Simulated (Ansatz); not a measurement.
# SiH₅ (doublet): B2PLYP, PBE-QIDH, RPA-PBE over a scan of the distance Si1–H5 along a hydrogen transfer, cc-pVTZ, part 1 of 2

How well do these functionals follow the top wave-function level for SiH₅ (doublet) over a scan of the distance Si1–H5 along a hydrogen transfer?

Method: cc-pVTZ, all electrons in the functionals, frozen cores in the correlation of double hybrids and RPA; program: Ansatz 0.2.0, Gaussian basis.

Plan: B2PLYP, PBE-QIDH, RPA-PBE, at 1.485 Å; 1.569 Å; 1.736 Å; 1.904 Å; 2.072 Å.

## 1. The system

The geometry derives from fragments relaxed apart (PBE0/def2-TZVP) and kept rigid, so it is no stationary point. A hydrogen atom is moved between rigid fragments.

6 atoms, charge 0, spin multiplicity 2.

Atoms are counted from 1 here; the program's logs count them from 0.

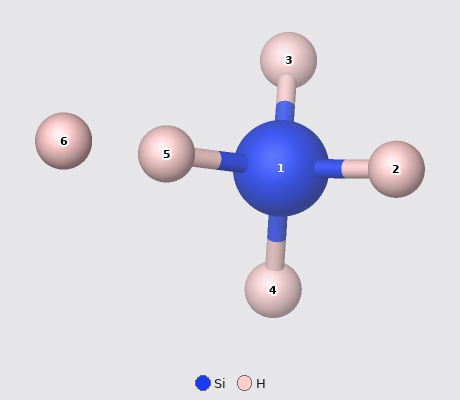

The geometry (silicon blue, hydrogen pink); atoms are numbered from 1 in the order of the file.

No dispersion term is added.

The geometry shown and the zero of energy belong to the point 1.485 Å. The yardstick, UCCSDT(Q), and other wave-function levels (R restricted, U unrestricted, valence and pair active spaces) come from earlier runs.

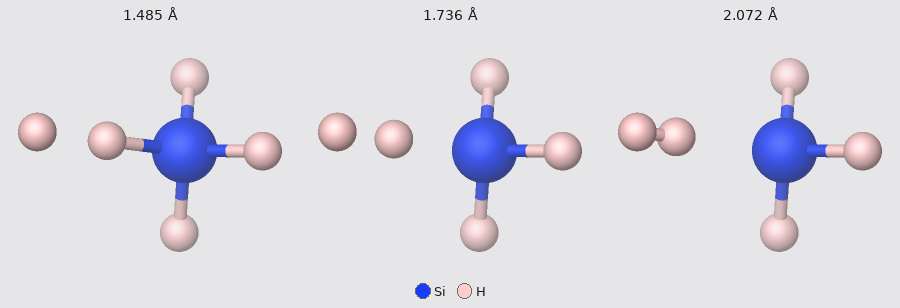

Three points of the scan; sticks are drawn by distance.

## 2. B2PLYP, 1.485 Å

in.yaml

```yaml
crystal:
  periodic: [false, false, false]
  atoms:
    - {symbol: Si, position_ang: [-0.085716, 0.000000, 0.000000]}
    - {symbol: H, position_ang: [-0.580588, 1.399708, 0.000000]}
    - {symbol: H, position_ang: [-0.580588, -0.699854, 1.212183]}
    - {symbol: H, position_ang: [-0.580588, -0.699854, -1.212183]}
    - {symbol: H, position_ang: [1.398899, 0.000000, 0.000000]}
    - {symbol: H, position_ang: [2.731284, 0.000000, 0.000000]}
basis:
  gaussian: {orbitals: cc-pVTZ}
magnetization: {spin_polarized: true, initial_magnetization: 1}
hamiltonian: {xc: {name: B2PLYP}}
correlation: {electrons: outside_noble_gas}
```

Command:

```console
$ ansatz run in.yaml --threads 2 --pin off --events-out ev --progress --plain --max-ram 16896MiB --backend cuda --devices 0, --max-vram 18GiB
```

The program printed:

```text
Functional definition: B2PLYP
  name "B2PLYP"
  cite "Grimme, J. Chem. Phys. 124, 034108 (2006) doi:10.1063/1.2148954"
  cite "Becke, Phys. Rev. A 38, 3098 (1988) doi:10.1103/PhysRevA.38.3098"
  cite "Lee, Yang & Parr, Phys. Rev. B 37, 785 (1988) doi:10.1103/PhysRevB.37.785"
  parameter a = 0.53
  parameter c = 0.27
  exchange = (1 - a)*b88_x + a*exact_x
  correlation = (1 - c)*lyp_c + c*(mp2_os + mp2_ss)
573 factors; integrals over basis functions are off by at most 1.1e-3 eV
mean field evaluation 1: about -7950.8061 eV, gradient 5.5e0 eV
mean field evaluation 2: about -7950.8463 eV, gradient 5.6e0 eV
mean field evaluation 4: about -7951.2814 eV, gradient 8.3e-1 eV
mean field evaluation 8: about -7951.2899 eV, gradient 1.8e-2 eV
mean field evaluation 16: about -7951.2899 eV, gradient 9.3e-6 eV
mean field -7951.28987704 eV, -292.2045134035 hartree, gradient 1.0e-5 eV, S^2 0.755855; 0 other end points of the search recorded, 0 dependent functions left out
5 core orbitals not correlated: weight in the atoms' cores, before any rotation towards them, 1.000 or more for the frozen orbitals, at most 0.000 for the correlated occupied ones
reference -7951.29002085 eV, -292.2045186882 hartree; 5, 4 occupied and 94, 95 virtual orbitals, 573 factors
second order -5.02059863 eV of doubles, -0.00000000 eV of singles
Total energy: -7952.64558248 eV, -292.2543346593 hartree
```

Wall time 1.3 s (1 × H100 (card shared with other runs) with 2 threads of AMD EPYC 7R13, shared host); peak host memory 0.8 GiB.

From the report: ⟨S²⟩ of the determinant 0.756 (pure doublet: 0.75).

## 3. B2PLYP, 1.569 Å

in.yaml

```yaml
crystal:
  periodic: [false, false, false]
  atoms:
    - {symbol: Si, position_ang: [-0.088284, 0.000000, 0.000000]}
    - {symbol: H, position_ang: [-0.583156, 1.399708, 0.000000]}
    - {symbol: H, position_ang: [-0.583155, -0.699854, 1.212183]}
    - {symbol: H, position_ang: [-0.583156, -0.699854, -1.212183]}
    - {symbol: H, position_ang: [1.480716, 0.000000, 0.000000]}
    - {symbol: H, position_ang: [2.728716, 0.000000, 0.000000]}
basis:
  gaussian: {orbitals: cc-pVTZ}
magnetization: {spin_polarized: true, initial_magnetization: 1}
hamiltonian: {xc: {name: B2PLYP}}
correlation: {electrons: outside_noble_gas}
```

Same command.

The program printed, cut to the lines that bear on the results:

```text
Functional definition: B2PLYP
  name "B2PLYP"
  cite "Grimme, J. Chem. Phys. 124, 034108 (2006) doi:10.1063/1.2148954"
  cite "Becke, Phys. Rev. A 38, 3098 (1988) doi:10.1103/PhysRevA.38.3098"
  cite "Lee, Yang & Parr, Phys. Rev. B 37, 785 (1988) doi:10.1103/PhysRevB.37.785"
[...]
575 factors; integrals over basis functions are off by at most 1.1e-3 eV
[...]
mean field -7951.28138576 eV, -292.2042013547 hartree, gradient 9.0e-6 eV, S^2 0.759464; 0 other end points of the search recorded, 0 dependent functions left out
5 core orbitals not correlated: weight in the atoms' cores, before any rotation towards them, 1.000 or more for the frozen orbitals, at most 0.000 for the correlated occupied ones
reference -7951.28153018 eV, -292.2042066619 hartree; 5, 4 occupied and 94, 95 virtual orbitals, 575 factors
second order -5.08217832 eV of doubles, -0.00000000 eV of singles
Total energy: -7952.65371833 eV, -292.2546336463 hartree
```

Run time: 3.5 s. Hardware: 1 × H100 (card shared with other runs) with 2 threads of AMD EPYC 7R13, shared host; peak host memory 0.79 GiB.

From the report: ⟨S²⟩ of the determinant 0.759 (pure doublet: 0.75).

From 1.485 Å: -0.2 kcal/mol.

## 4. B2PLYP, 1.736 Å

in.yaml

```yaml
crystal:
  periodic: [false, false, false]
  atoms:
    - {symbol: Si, position_ang: [-0.093365, 0.000000, 0.000000]}
    - {symbol: H, position_ang: [-0.588237, 1.399708, 0.000000]}
    - {symbol: H, position_ang: [-0.588237, -0.699854, 1.212183]}
    - {symbol: H, position_ang: [-0.588237, -0.699854, -1.212183]}
    - {symbol: H, position_ang: [1.642635, 0.000000, 0.000000]}
    - {symbol: H, position_ang: [2.723635, 0.000000, 0.000000]}
basis:
  gaussian: {orbitals: cc-pVTZ}
magnetization: {spin_polarized: true, initial_magnetization: 1}
hamiltonian: {xc: {name: B2PLYP}}
correlation: {electrons: outside_noble_gas}
```

The command is unchanged.

The program printed, cut to the lines that bear on the results:

```text
Functional definition: B2PLYP
  name "B2PLYP"
  cite "Grimme, J. Chem. Phys. 124, 034108 (2006) doi:10.1063/1.2148954"
  cite "Becke, Phys. Rev. A 38, 3098 (1988) doi:10.1103/PhysRevA.38.3098"
  cite "Lee, Yang & Parr, Phys. Rev. B 37, 785 (1988) doi:10.1103/PhysRevB.37.785"
[...]
577 factors; integrals over basis functions are off by at most 1.1e-3 eV
[...]
mean field -7951.24912705 eV, -292.2030158687 hartree, gradient 4.4e-6 eV, S^2 0.767922; 0 other end points of the search recorded, 0 dependent functions left out
5 core orbitals not correlated: weight in the atoms' cores, before any rotation towards them, 1.000 or more for the frozen orbitals, at most 0.000 for the correlated occupied ones
reference -7951.24927162 eV, -292.2030211816 hartree; 5, 4 occupied and 94, 95 virtual orbitals, 577 factors
second order -5.20394180 eV of doubles, -0.00000000 eV of singles
Total energy: -7952.65433590 eV, -292.2546563418 hartree
```

Run time: 1.8 s. Hardware: 1 × H100 (card shared with other runs) with 2 threads of AMD EPYC 7R13, shared host; peak host memory 0.79 GiB.

From the report: ⟨S²⟩ of the determinant 0.768 (pure doublet: 0.75).

From 1.485 Å: -0.2 kcal/mol.

## 5. B2PLYP, 1.904 Å

in.yaml

```yaml
crystal:
  periodic: [false, false, false]
  atoms:
    - {symbol: Si, position_ang: [-0.098477, 0.000000, 0.000000]}
    - {symbol: H, position_ang: [-0.593349, 1.399708, 0.000000]}
    - {symbol: H, position_ang: [-0.593349, -0.699854, 1.212183]}
    - {symbol: H, position_ang: [-0.593349, -0.699854, -1.212183]}
    - {symbol: H, position_ang: [1.805523, 0.000000, 0.000000]}
    - {symbol: H, position_ang: [2.718523, 0.000000, 0.000000]}
basis:
  gaussian: {orbitals: cc-pVTZ}
magnetization: {spin_polarized: true, initial_magnetization: 1}
hamiltonian: {xc: {name: B2PLYP}}
correlation: {electrons: outside_noble_gas}
```

Launched as before.

The program printed, cut to the lines that bear on the results:

```text
Functional definition: B2PLYP
  name "B2PLYP"
  cite "Grimme, J. Chem. Phys. 124, 034108 (2006) doi:10.1063/1.2148954"
  cite "Becke, Phys. Rev. A 38, 3098 (1988) doi:10.1103/PhysRevA.38.3098"
  cite "Lee, Yang & Parr, Phys. Rev. B 37, 785 (1988) doi:10.1103/PhysRevB.37.785"
[...]
575 factors; integrals over basis functions are off by at most 1.2e-3 eV
[...]
mean field -7951.44614093 eV, -292.2102559953 hartree, gradient 9.1e-6 eV, S^2 0.764014; 0 other end points of the search recorded, 0 dependent functions left out
5 core orbitals not correlated: weight in the atoms' cores, before any rotation towards them, 1.000 or more for the frozen orbitals, at most 0.000 for the correlated occupied ones
reference -7951.44628659 eV, -292.2102613484 hartree; 5, 4 occupied and 94, 95 virtual orbitals, 575 factors
second order -5.24705778 eV of doubles, -0.00000000 eV of singles
Total energy: -7952.86299219 eV, -292.2623243190 hartree
```

It took 1.5 s on 1 × H100 (card shared with other runs) with 2 threads of AMD EPYC 7R13, shared host; peak host memory 0.8 GiB.

From the report: ⟨S²⟩ of the determinant 0.764 (pure doublet: 0.75).

From 1.485 Å: -5.0 kcal/mol.

## 6. B2PLYP, 2.072 Å

in.yaml

```yaml
crystal:
  periodic: [false, false, false]
  atoms:
    - {symbol: Si, position_ang: [-0.103589, 0.000000, 0.000000]}
    - {symbol: H, position_ang: [-0.598461, 1.399708, 0.000000]}
    - {symbol: H, position_ang: [-0.598461, -0.699854, 1.212183]}
    - {symbol: H, position_ang: [-0.598461, -0.699854, -1.212183]}
    - {symbol: H, position_ang: [1.968411, 0.000000, 0.000000]}
    - {symbol: H, position_ang: [2.713411, 0.000000, 0.000000]}
basis:
  gaussian: {orbitals: cc-pVTZ}
magnetization: {spin_polarized: true, initial_magnetization: 1}
hamiltonian: {xc: {name: B2PLYP}}
correlation: {electrons: outside_noble_gas}
```

Launched as before.

The program printed, cut to the lines that bear on the results:

```text
Functional definition: B2PLYP
  name "B2PLYP"
  cite "Grimme, J. Chem. Phys. 124, 034108 (2006) doi:10.1063/1.2148954"
  cite "Becke, Phys. Rev. A 38, 3098 (1988) doi:10.1103/PhysRevA.38.3098"
  cite "Lee, Yang & Parr, Phys. Rev. B 37, 785 (1988) doi:10.1103/PhysRevB.37.785"
[...]
570 factors; integrals over basis functions are off by at most 1.2e-3 eV
[...]
mean field -7951.66488349 eV, -292.2182946362 hartree, gradient 3.4e-6 eV, S^2 0.756075; 0 other end points of the search recorded, 0 dependent functions left out
5 core orbitals not correlated: weight in the atoms' cores, before any rotation towards them, 1.000 or more for the frozen orbitals, at most 0.000 for the correlated occupied ones
reference -7951.66503643 eV, -292.2183002568 hartree; 5, 4 occupied and 94, 95 virtual orbitals, 570 factors
second order -5.18036369 eV of doubles, -0.00000000 eV of singles
Total energy: -7953.06373463 eV, -292.2697014674 hartree
```

Run time: 1.5 s. Hardware: 1 × H100 (card shared with other runs) with 2 threads of AMD EPYC 7R13, shared host; peak host memory 0.79 GiB.

From the report: ⟨S²⟩ of the determinant 0.756 (pure doublet: 0.75).

From 1.485 Å: -9.6 kcal/mol.

## 7. PBE-QIDH, 1.485 Å

in.yaml

```yaml
crystal:
  periodic: [false, false, false]
  atoms:
    - {symbol: Si, position_ang: [-0.085716, 0.000000, 0.000000]}
    - {symbol: H, position_ang: [-0.580588, 1.399708, 0.000000]}
    - {symbol: H, position_ang: [-0.580588, -0.699854, 1.212183]}
    - {symbol: H, position_ang: [-0.580588, -0.699854, -1.212183]}
    - {symbol: H, position_ang: [1.398899, 0.000000, 0.000000]}
    - {symbol: H, position_ang: [2.731284, 0.000000, 0.000000]}
basis:
  gaussian: {orbitals: cc-pVTZ}
magnetization: {spin_polarized: true, initial_magnetization: 1}
hamiltonian: {xc: {name: PBE-QIDH}}
correlation: {electrons: outside_noble_gas}
```

The command is unchanged.

The program printed, cut to the lines that bear on the results:

```text
Functional definition: PBE-QIDH
  name "PBE-QIDH"
  cite "Brémond, Sancho-García, Pérez-Jiménez & Adamo, J. Chem. Phys. 141, 031101 (2014) doi:10.1063/1.4890314"
  cite "Perdew, Burke & Ernzerhof, Phys. Rev. Lett. 77, 3865 (1996) doi:10.1103/PhysRevLett.77.3865"
[...]
573 factors; integrals over basis functions are off by at most 1.1e-3 eV
[...]
mean field -7948.78050600 eV, -292.1122957185 hartree, gradient 6.0e-6 eV, S^2 0.756842; 0 other end points of the search recorded, 0 dependent functions left out
5 core orbitals not correlated: weight in the atoms' cores, before any rotation towards them, 1.000 or more for the frozen orbitals, at most 0.000 for the correlated occupied ones
reference -7948.78051728 eV, -292.1122961331 hartree; 5, 4 occupied and 94, 95 virtual orbitals, 573 factors
second order -4.65036369 eV of doubles, -0.00000000 eV of singles
Total energy: -7950.33063851 eV, -292.1692620376 hartree
```

It took 1.2 s on 1 × H100 (card shared with other runs) with 2 threads of AMD EPYC 7R13, shared host; peak host memory 0.8 GiB.

From the report: ⟨S²⟩ of the determinant 0.757 (pure doublet: 0.75).

## 8. PBE-QIDH, 1.569 Å

in.yaml

```yaml
crystal:
  periodic: [false, false, false]
  atoms:
    - {symbol: Si, position_ang: [-0.088284, 0.000000, 0.000000]}
    - {symbol: H, position_ang: [-0.583156, 1.399708, 0.000000]}
    - {symbol: H, position_ang: [-0.583155, -0.699854, 1.212183]}
    - {symbol: H, position_ang: [-0.583156, -0.699854, -1.212183]}
    - {symbol: H, position_ang: [1.480716, 0.000000, 0.000000]}
    - {symbol: H, position_ang: [2.728716, 0.000000, 0.000000]}
basis:
  gaussian: {orbitals: cc-pVTZ}
magnetization: {spin_polarized: true, initial_magnetization: 1}
hamiltonian: {xc: {name: PBE-QIDH}}
correlation: {electrons: outside_noble_gas}
```

Same command.

The program printed, cut to the lines that bear on the results:

```text
Functional definition: PBE-QIDH
  name "PBE-QIDH"
  cite "Brémond, Sancho-García, Pérez-Jiménez & Adamo, J. Chem. Phys. 141, 031101 (2014) doi:10.1063/1.4890314"
  cite "Perdew, Burke & Ernzerhof, Phys. Rev. Lett. 77, 3865 (1996) doi:10.1103/PhysRevLett.77.3865"
[...]
575 factors; integrals over basis functions are off by at most 1.1e-3 eV
[...]
mean field -7948.75950677 eV, -292.1115240111 hartree, gradient 3.0e-6 eV, S^2 0.761754; 0 other end points of the search recorded, 0 dependent functions left out
5 core orbitals not correlated: weight in the atoms' cores, before any rotation towards them, 1.000 or more for the frozen orbitals, at most 0.000 for the correlated occupied ones
reference -7948.75951808 eV, -292.1115244268 hartree; 5, 4 occupied and 94, 95 virtual orbitals, 575 factors
second order -4.69936167 eV of doubles, -0.00000000 eV of singles
Total energy: -7950.32597197 eV, -292.1690905455 hartree
```

Wall time 3 s (1 × H100 (card shared with other runs) with 2 threads of AMD EPYC 7R13, shared host); peak host memory 0.79 GiB.

From the report: ⟨S²⟩ of the determinant 0.762 (pure doublet: 0.75).

From 1.485 Å: +0.1 kcal/mol.

## 9. PBE-QIDH, 1.736 Å

in.yaml

```yaml
crystal:
  periodic: [false, false, false]
  atoms:
    - {symbol: Si, position_ang: [-0.093365, 0.000000, 0.000000]}
    - {symbol: H, position_ang: [-0.588237, 1.399708, 0.000000]}
    - {symbol: H, position_ang: [-0.588237, -0.699854, 1.212183]}
    - {symbol: H, position_ang: [-0.588237, -0.699854, -1.212183]}
    - {symbol: H, position_ang: [1.642635, 0.000000, 0.000000]}
    - {symbol: H, position_ang: [2.723635, 0.000000, 0.000000]}
basis:
  gaussian: {orbitals: cc-pVTZ}
magnetization: {spin_polarized: true, initial_magnetization: 1}
hamiltonian: {xc: {name: PBE-QIDH}}
correlation: {electrons: outside_noble_gas}
```

Same command.

The program printed, cut to the lines that bear on the results:

```text
Functional definition: PBE-QIDH
  name "PBE-QIDH"
  cite "Brémond, Sancho-García, Pérez-Jiménez & Adamo, J. Chem. Phys. 141, 031101 (2014) doi:10.1063/1.4890314"
  cite "Perdew, Burke & Ernzerhof, Phys. Rev. Lett. 77, 3865 (1996) doi:10.1103/PhysRevLett.77.3865"
[...]
577 factors; integrals over basis functions are off by at most 1.1e-3 eV
[...]
mean field -7948.70115718 eV, -292.1093797032 hartree, gradient 4.1e-6 eV, S^2 0.773944; 0 other end points of the search recorded, 0 dependent functions left out
5 core orbitals not correlated: weight in the atoms' cores, before any rotation towards them, 1.000 or more for the frozen orbitals, at most 0.000 for the correlated occupied ones
reference -7948.70116855 eV, -292.1093801212 hartree; 5, 4 occupied and 94, 95 virtual orbitals, 577 factors
second order -4.79924073 eV of doubles, -0.00000000 eV of singles
Total energy: -7950.30091546 eV, -292.1681697358 hartree
```

Run time: 2.5 s. Hardware: 1 × H100 (card shared with other runs) with 2 threads of AMD EPYC 7R13, shared host; peak host memory 0.79 GiB.

From the report: ⟨S²⟩ of the determinant 0.774 (pure doublet: 0.75).

From 1.485 Å: +0.7 kcal/mol.

## 10. PBE-QIDH, 1.904 Å

in.yaml

```yaml
crystal:
  periodic: [false, false, false]
  atoms:
    - {symbol: Si, position_ang: [-0.098477, 0.000000, 0.000000]}
    - {symbol: H, position_ang: [-0.593349, 1.399708, 0.000000]}
    - {symbol: H, position_ang: [-0.593349, -0.699854, 1.212183]}
    - {symbol: H, position_ang: [-0.593349, -0.699854, -1.212183]}
    - {symbol: H, position_ang: [1.805523, 0.000000, 0.000000]}
    - {symbol: H, position_ang: [2.718523, 0.000000, 0.000000]}
basis:
  gaussian: {orbitals: cc-pVTZ}
magnetization: {spin_polarized: true, initial_magnetization: 1}
hamiltonian: {xc: {name: PBE-QIDH}}
correlation: {electrons: outside_noble_gas}
```

Same command.

The program printed, cut to the lines that bear on the results:

```text
Functional definition: PBE-QIDH
  name "PBE-QIDH"
  cite "Brémond, Sancho-García, Pérez-Jiménez & Adamo, J. Chem. Phys. 141, 031101 (2014) doi:10.1063/1.4890314"
  cite "Perdew, Burke & Ernzerhof, Phys. Rev. Lett. 77, 3865 (1996) doi:10.1103/PhysRevLett.77.3865"
[...]
575 factors; integrals over basis functions are off by at most 1.2e-3 eV
[...]
mean field -7948.89213651 eV, -292.1163980640 hartree, gradient 3.2e-6 eV, S^2 0.768502; 0 other end points of the search recorded, 0 dependent functions left out
5 core orbitals not correlated: weight in the atoms' cores, before any rotation towards them, 1.000 or more for the frozen orbitals, at most 0.000 for the correlated occupied ones
reference -7948.89214821 eV, -292.1163984942 hartree; 5, 4 occupied and 94, 95 virtual orbitals, 575 factors
second order -4.84798445 eV of doubles, -0.00000000 eV of singles
Total energy: -7950.50814303 eV, -292.1757852083 hartree
```

It took 1.5 s on 1 × H100 (card shared with other runs) with 2 threads of AMD EPYC 7R13, shared host; peak host memory 0.79 GiB.

From the report: ⟨S²⟩ of the determinant 0.769 (pure doublet: 0.75).

From 1.485 Å: -4.1 kcal/mol.

## 11. PBE-QIDH, 2.072 Å

in.yaml

```yaml
crystal:
  periodic: [false, false, false]
  atoms:
    - {symbol: Si, position_ang: [-0.103589, 0.000000, 0.000000]}
    - {symbol: H, position_ang: [-0.598461, 1.399708, 0.000000]}
    - {symbol: H, position_ang: [-0.598461, -0.699854, 1.212183]}
    - {symbol: H, position_ang: [-0.598461, -0.699854, -1.212183]}
    - {symbol: H, position_ang: [1.968411, 0.000000, 0.000000]}
    - {symbol: H, position_ang: [2.713411, 0.000000, 0.000000]}
basis:
  gaussian: {orbitals: cc-pVTZ}
magnetization: {spin_polarized: true, initial_magnetization: 1}
hamiltonian: {xc: {name: PBE-QIDH}}
correlation: {electrons: outside_noble_gas}
```

Launched as before.

The program printed, cut to the lines that bear on the results:

```text
Functional definition: PBE-QIDH
  name "PBE-QIDH"
  cite "Brémond, Sancho-García, Pérez-Jiménez & Adamo, J. Chem. Phys. 141, 031101 (2014) doi:10.1063/1.4890314"
  cite "Perdew, Burke & Ernzerhof, Phys. Rev. Lett. 77, 3865 (1996) doi:10.1103/PhysRevLett.77.3865"
[...]
570 factors; integrals over basis functions are off by at most 1.2e-3 eV
[...]
mean field -7949.11905160 eV, -292.1247370398 hartree, gradient 6.5e-6 eV, S^2 0.757830; 0 other end points of the search recorded, 0 dependent functions left out
5 core orbitals not correlated: weight in the atoms' cores, before any rotation towards them, 1.000 or more for the frozen orbitals, at most 0.000 for the correlated occupied ones
reference -7949.11906379 eV, -292.1247374880 hartree; 5, 4 occupied and 94, 95 virtual orbitals, 570 factors
second order -4.80141981 eV of doubles, -0.00000000 eV of singles
Total energy: -7950.71953707 eV, -292.1835537959 hartree
```

Wall time 1.8 s (1 × H100 (card shared with other runs) with 2 threads of AMD EPYC 7R13, shared host); peak host memory 0.8 GiB.

From the report: ⟨S²⟩ of the determinant 0.758 (pure doublet: 0.75).

From 1.485 Å: -9.0 kcal/mol.

## 12. RPA-PBE, 1.485 Å

in.yaml

```yaml
crystal:
  periodic: [false, false, false]
  atoms:
    - {symbol: Si, position_ang: [-0.085716, 0.000000, 0.000000]}
    - {symbol: H, position_ang: [-0.580588, 1.399708, 0.000000]}
    - {symbol: H, position_ang: [-0.580588, -0.699854, 1.212183]}
    - {symbol: H, position_ang: [-0.580588, -0.699854, -1.212183]}
    - {symbol: H, position_ang: [1.398899, 0.000000, 0.000000]}
    - {symbol: H, position_ang: [2.731284, 0.000000, 0.000000]}
basis:
  gaussian: {orbitals: cc-pVTZ}
magnetization: {spin_polarized: true, initial_magnetization: 1}
hamiltonian: {xc: {name: PBE}}
correlation: {method: rpa, electrons: outside_noble_gas}
```

The command is unchanged.

The program printed, cut to the lines that bear on the results:

```text
Functional definition: PBE
  name "PBE"
  cite "Perdew, Burke & Ernzerhof, Phys. Rev. Lett. 77, 3865 (1996) doi:10.1103/PhysRevLett.77.3865"
  parent pbe
[...]
573 factors; integrals over basis functions are off by at most 1.1e-3 eV
[...]
mean field -7951.70227273 eV, -292.2196686654 hartree, gradient 6.7e-6 eV, S^2 0.752993; 0 other end points of the search recorded, 0 dependent functions left out
5 core orbitals not correlated: weight in the atoms' cores, before any rotation towards them, 1.000 or more for the frozen orbitals, at most 0.000 for the correlated occupied ones
reference -7938.16687875 eV, -291.7222521111 hartree; 5, 4 occupied and 94, 95 virtual orbitals, 573 factors
Total energy: -7947.48405433 eV, -292.0646519986 hartree
```

Wall time 2.6 s (1 × H100 (card shared with other runs) with 2 threads of AMD EPYC 7R13, shared host); peak host memory 0.9 GiB.

From the report: ⟨S²⟩ of the determinant 0.753 (pure doublet: 0.75).

(Continued in part 2 of 2.)
